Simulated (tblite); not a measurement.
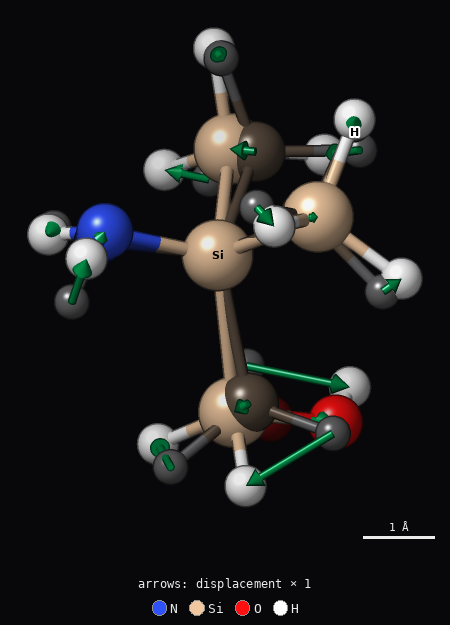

A relaxation of Si₄NH₁₁O. The starting structure is drawn faded, the final one solid; green arrows show the displacements, at their true length. The two geometries are superimposed by the best rigid fit.

The picture is a ball-and-stick view, seen from a free direction.

All numbers below come from GFN2-xTB geometry optimisation, gas phase in tblite. 

Q: Describe the change and its energy.

A: The energy falls by 78.0 kJ/mol in 172 geometry steps. An H atom moves most after the best rigid fit: 1.56 Å. By element the largest moves are H 1.56 Å, O 1.17 Å, Si 0.40 Å, N 0.22 Å. Some distances before and after: Si–Si 2.215 → 2.341 Å, Si–Si 2.238 → 2.341 Å, O–Si 1.710 → 1.634 Å, N–Si 1.789 → 1.746 Å. Among the angles between lasting bonds that change: Si–Si–H 107.2° → 117.9°, Si–Si–H 106.5° → 116.5°, O–Si–H 109.1° → 99.7°. Groups turn about Si–Si by about 60°, O–Si by about 45°, N–Si by about 30°. The run took 1.1 s on 1 thread of AMD EPYC 9R45 96-Core Processor, with other jobs on the host.
